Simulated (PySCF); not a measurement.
Run report: CH$_{8}$BNO$_{4}$Si, NMR shielding calculation

- system: CH$_{8}$BNO$_{4}$Si, SMILES CO[SiH](N)OB(O)O
- method: GIAO PBE0/pcSseg-1 NMR shielding, non-relativistic, gas phase (PySCF 2.14.0)

The geometry comes from this level: PBE0-D3(BJ)/def2-SVP. Figures and captions count atoms from 1; the log counts them from 0 in places.

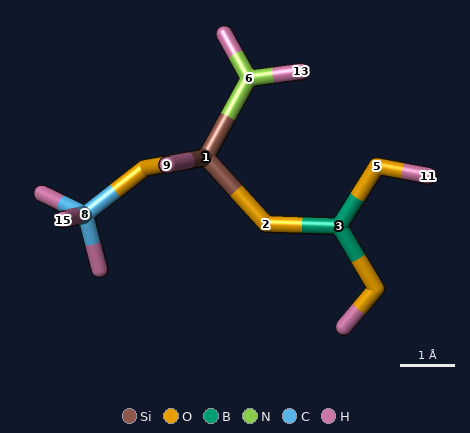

Fig. 1: The input geometry (stick view, seen at an oblique angle; atoms are numbered from 1 in the order of the input).

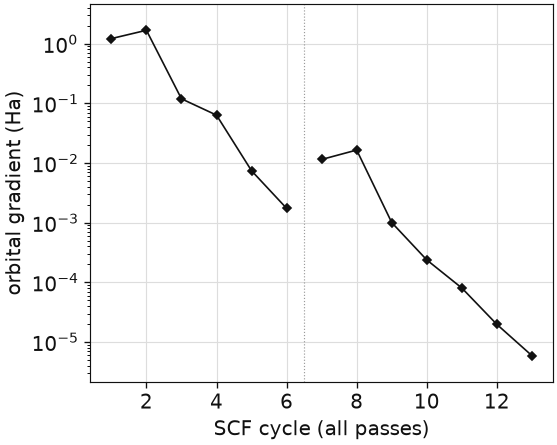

Fig. 2: Convergence of the self-consistent field: orbital gradient against the SCF cycle. The dotted line marks the change from a coarse to the final integration grid. The first 6 cycles use a coarse grid, the final grid takes over at cycle 7, and the field converges after 13 cycles in all.

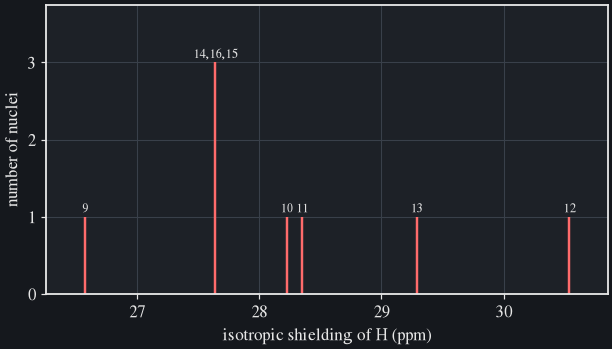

Fig. 3: Isotropic shieldings of the hydrogen nuclei in this fixed geometry, labelled by atom number; shielding grows to the right, so chemical shift grows to the left. The least shielded is H9 (26.6 ppm), the most shielded H12 (30.5 ppm).

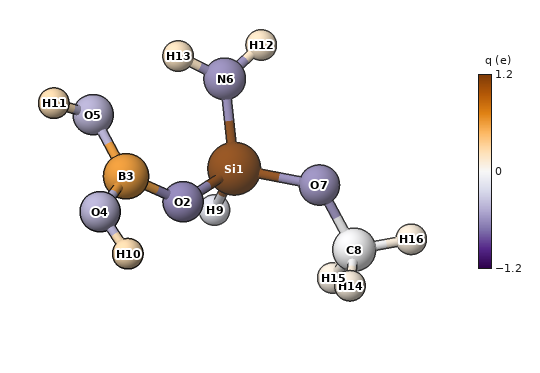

Fig. 4: Mulliken charges, as the colour of each atom (ball-and-stick view, seen at a tilt; atoms are numbered from 1 in the order of the input; Mulliken charges depend strongly on the basis). By element: Si +1.16, O −0.66 to −0.42, B +0.62, N −0.64, C −0.02 and H −0.18 to +0.25 e.

The input that produced these results follows, with the program's output.

## Input file
```
{"job": {"kind": "nmr", "xc": "PBE0", "basis": "pcSseg-1"}, "charge": 0, "multiplicity": 1}
Si     0.473451     0.171216    -0.605458
O     -0.813045    -0.527358     0.199361
B     -2.126262    -0.202862     0.333427
O     -2.926754    -0.870916     1.214741
O     -2.673095     0.796236    -0.427167
N      0.094637     1.793912    -0.923550
O      1.833796     0.173064     0.332860
C      2.684046    -0.916999     0.538120
H      0.750223    -0.736186    -1.755510
H     -2.428787    -1.541205     1.692609
H     -3.606378     0.915258    -0.225797
H      0.784762     2.514122    -1.082484
H     -0.866227     2.076956    -1.074054
H      2.342500    -1.539552     1.384042
H      2.761061    -1.568338    -0.352618
H      3.694458    -0.548436     0.775451
```

The first line tells a small driver script what to run in PySCF; the rest is the geometry in Å.

Command:
```bash
OMP_NUM_THREADS=1 python <driver script> task.json out
```

## The program's output
```
coarse grid: 14168 points
cycle   1  E = -712.2130877356  dE =  1.136e+00  |g| = 1.218e+00  |ddm| = 3.496e+00
cycle   2  E = -711.9767403987  dE =  2.363e-01  |g| = 1.679e+00  |ddm| = 1.833e+00
cycle   3  E = -712.4708642519  dE = -4.941e-01  |g| = 1.192e-01  |ddm| = 1.183e+00
cycle   4  E = -712.4727005822  dE = -1.836e-03  |g| = 6.349e-02  |ddm| = 1.092e-01
cycle   5  E = -712.4733892649  dE = -6.887e-04  |g| = 7.416e-03  |ddm| = 4.283e-02
cycle   6  E = -712.4733988149  dE = -9.550e-06  |g| = 1.740e-03  |ddm| = 5.766e-03
final grid: 133144 points
cycle   7  E = -712.5537707617  dE = -3.359e-05  |g| = 1.147e-02  |ddm| = 1.754e-02
cycle   8  E = -712.5537461869  dE =  2.457e-05  |g| = 1.650e-02  |ddm| = 1.543e-02
cycle   9  E = -712.5537932769  dE = -4.709e-05  |g| = 1.004e-03  |ddm| = 9.656e-03
cycle  10  E = -712.5537934743  dE = -1.974e-07  |g| = 2.374e-04  |ddm| = 8.908e-04
cycle  11  E = -712.5537934833  dE = -8.965e-09  |g| = 8.032e-05  |ddm| = 1.727e-04
cycle  12  E = -712.5537934844  dE = -1.159e-09  |g| = 1.972e-05  |ddm| = 5.438e-05
cycle  13  E = -712.5537934845  dE = -7.367e-11  |g| = 5.904e-06  |ddm| = 1.628e-05
converged SCF energy = -712.5537934845

GIAO shielding tensors (ppm)
atom      isotropic    diamagn.    paramagn.     s11        s22        s33       span
  0 Si     392.777     881.832    -489.054    362.753    387.979    427.600     64.847
  1 O      217.913     402.711    -184.797    154.987    245.644    253.109     98.122
  2 B       83.193     196.592    -113.399     78.733     84.180     86.665      7.931
  3 O      244.217     387.582    -143.366    174.427    259.036    299.186    124.759
  4 O      252.389     388.513    -136.124    189.613    272.946    294.607    104.994
  5 N      240.741     321.185     -80.444    208.309    245.618    268.297     59.988
  6 O      291.844     399.467    -107.624    207.063    320.880    347.588    140.525
  7 C      133.511     240.637    -107.126    105.248    112.185    183.101     77.853
  8 H       26.575      31.023      -4.448     23.877     24.185     31.664      7.786
  9 H       28.224      33.245      -5.021     21.164     25.193     38.316     17.152
 10 H       28.352      29.123      -0.771     21.054     24.321     39.681     18.627
 11 H       30.537      31.008      -0.471     23.327     26.208     42.076     18.749
 12 H       29.289      32.090      -2.801     20.031     27.568     40.269     20.238
 13 H       27.624      28.857      -1.233     22.872     25.698     34.303     11.431
 14 H       27.672      28.216      -0.545     23.817     25.540     33.658      9.841
 15 H       27.631      26.694       0.937     23.236     25.224     34.433     11.197
```

## Key numbers

| quantity | value |
| --- | --- |
| outcome | converged |
| total energy | −712.553793 hartree |
| HOMO | −7.35 eV |
| LUMO | 1.15 eV |
| dipole moment | 0.30 D |
| isotropic shielding, Si | 392.8 ppm |
| isotropic shielding, O | 217.9 to 291.8 ppm |
| isotropic shielding, B | 83.2 ppm |
| isotropic shielding, N | 240.7 ppm |
| isotropic shielding, C | 133.5 ppm |
| hardware | 1 CPU thread, shared host |
| wall time | 25 s |
| peak memory | 0.97 GiB |
